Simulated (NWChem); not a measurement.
# GeHF (SMILES [F][GeH]): SVWN5/aug-cc-pVTZ

Aim: the electronic atomisation energy of GeHF at SVWN5/aug-cc-pVTZ, from 4 runs. 

The results are computed with NWChem 7.3.0.

## 1. The system as given

GeHF: 3 atoms, total charge 0, spin state singlet. SMILES: `[F][GeH]`. Geometry: relaxed at PBE0-D4/def2-TZVP.

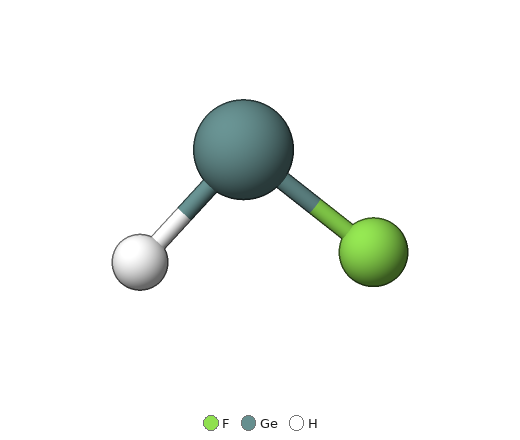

Viewed from a chosen angle; fluorine green, germanium teal, hydrogen white.

## 2. The energy at SVWN5/aug-cc-pVTZ (run 1)

The input, job.nw:

```
start job
memory total 2200 mb

geometry units angstroms noautosym nocenter noautoz
 F     0.672100    1.012600    0.469700
 Ge   -0.657900    0.195200   -0.335600
 H    -0.025200   -1.272700   -0.147400
end

basis "ao basis" spherical bse
 * library aug-cc-pVTZ
end

dft
 xc slater vwn_5
 grid fine
 convergence energy 1e-08
 maxiter 100
 mulliken
 noprint "final vectors analysis"
end

task dft energy
```

Run with:

```bash
$ nwchem job.nw > job.out
```

Standard output:

```text
[...]
          Wavefunction type:  closed shell.
          No. of atoms     :     3
          No. of electrons :    42
[...]
          Charge           :     0
          Spin multiplicity:     1
[...]
          AO basis - number of functions:   128
[...]
              XC Information
              --------------
                        Slater Exchange Functional  1.000 local
                      VWN V Correlation Functional  1.000 local
[...]
 d= 0,ls=0.0,diis     1  -2173.6376626632 -2.27D+03  1.14D-02  1.75D+00    26.8
[...]
 d= 0,ls=0.0,diis    12  -2173.7426442352 -1.93D-10  2.31D-08  1.17D-11   191.4
         Total DFT energy =    -2173.742644235193
      One electron energy =    -3231.422236698296
           Coulomb energy =     1044.430393717218
    Exchange-Corr. energy =      -85.963448797778
 Nuclear repulsion energy =       99.212647543663
[...]
      Total Density - Mulliken Population Analysis
     ---------------------------------------------
    Atom       Charge   Shell Charges
 -----------   ------   -------------------------------------------------------
    1 F    9     9.45   1.92  0.29  1.04  0.69  0.02  1.58  2.29  1.51  0.08  0.00  0.01  0.01  0.00  0.00
    2 Ge  32    31.41   2.00  2.02  1.93  0.60  0.92  0.48 -0.03  6.00  5.81  0.43  0.91  0.22  0.00  9.54  0.51  0.05 -0.00  0.03 -0.01
    3 H    1     1.14   0.23  0.52  0.36  0.02  0.00  0.01  0.00  0.00 -0.00
[...]
```

Wall time 3.2 min (1 thread of Intel Xeon Platinum 8488C (Sapphire Rapids), shared host); peak memory 0.12 GiB.

## 3. The F atom, same level (run 2)

The input, f.xyz:

```xyz
1

F      0.000000     0.000000     0.000000
```

The input, f.nw:

```
start f
memory total 2200 mb

geometry units angstroms noautosym nocenter noautoz
 load format xyz f.xyz
end

basis spherical bse
 F library aug-cc-pVTZ
end

dft
 xc slater vwn_5
 mult 2
 grid fine
 convergence energy 1e-08
 maxiter 100
 mulliken
 print low
end

task dft energy
```

Run the same way, it converges to -99.10440 Eh (log not shown).

## 4. The Ge atom at the same level (run 3)

The input, ge.nw:

```
START ge
memory total 2200 mb
charge 0

GEOMETRY noautosym nocenter noautoz
  Ge     0.000000     0.000000     0.000000
END

BASIS "ao basis" spherical bse
  * library aug-cc-pVTZ
END

DFT
  xc slater vwn_5
  mult 3
  grid fine
  convergence energy 1e-08
  maxiter 100
  mulliken
  print low
END

TASK dft energy
```

Run the same way, it converges to -2073.79683 Eh (log not shown).

## 5. The H atom (run 4)

The input, m1.nw:

```
start m1
title "H energy"
memory total 2200 mb
charge 0

geometry units angstroms noautosym nocenter noautoz
  H     0.000000    0.000000    0.000000
end

basis spherical bse
  * library aug-cc-pVTZ
end

dft
  xc slater vwn_5
  mult 2
  grid fine
  convergence energy 1e-08
  iterations 100
  mulliken
  noprint "final vectors analysis"
end

task dft energy
```

Run with:

```bash
$ nwchem m1.nw > m1.out
```

Standard output:

```text
[...]
          Wavefunction type:  spin polarized.
          No. of atoms     :     1
          No. of electrons :     1
[...]
          Charge           :     0
          Spin multiplicity:     2
[...]
          AO basis - number of functions:    23
[...]
              XC Information
              --------------
                        Slater Exchange Functional  1.000 local
                      VWN V Correlation Functional  1.000 local
[...]
 d= 0,ls=0.0,diis     1     -0.4775305487 -4.78D-01  3.04D-03  9.39D-04     0.1
[...]
  Singularity in Pulay matrix. Error and Fock matrices removed.
 d= 0,ls=0.0,diis     5     -0.4785075311 -1.28D-11  3.63D-09  5.36D-16     0.1
[...]
         Total DFT energy =       -0.478507531148
      One electron energy =       -0.498811056311
           Coulomb energy =        0.298303817208
    Exchange-Corr. energy =       -0.278000292045
 Nuclear repulsion energy =        0.000000000000
[...]
      Total Density - Mulliken Population Analysis
     ---------------------------------------------
    Atom       Charge   Shell Charges
 -----------   ------   -------------------------------------------------------
    1 H    1     1.00   0.17  0.44  0.37  0.02 -0.00 -0.00  0.00  0.00  0.00
     --------------------------------------------
      Spin Density - Mulliken Population Analysis
     --------------------------------------------
    Atom       Charge   Shell Charges
 -----------   ------   -------------------------------------------------------
    1 H    1     1.00   0.17  0.44  0.37  0.02 -0.00 -0.00  0.00  0.00  0.00
[...]
      <S2> =      0.7500 (Exact =     0.7500)
[...]
```

Wall time 0.81 s (1 thread of Intel Xeon Platinum 8488C (Sapphire Rapids), shared host); peak memory 0.1 GiB.

## 6. All runs side by side

```tsv
run	level	partner	energy (Eh)	wall time
1	SVWN5/aug-cc-pVTZ	base	-2173.742644	3.2 min
2	USVWN5/aug-cc-pVTZ	atoms	-99.104404	2.3 s
3	USVWN5/aug-cc-pVTZ	atoms	-2073.796829	2 min
4	USVWN5/aug-cc-pVTZ	atoms	-0.478508	0.81 s
```

## 7. Results

At SVWN5/aug-cc-pVTZ:

| quantity | value |
| --- | --- |
| H atom: total energy | -0.47851 Eh |
| H atom: ⟨S²⟩ | 0.750 |
| electronic atomisation energy | 9.875 eV |

What this shows: Taking the molecule apart into free atoms costs 9.88 eV (228 kcal/mol), before zero-point energy and without spin-orbit coupling. All runs together took 5.2 min, the longest 3.2 min.
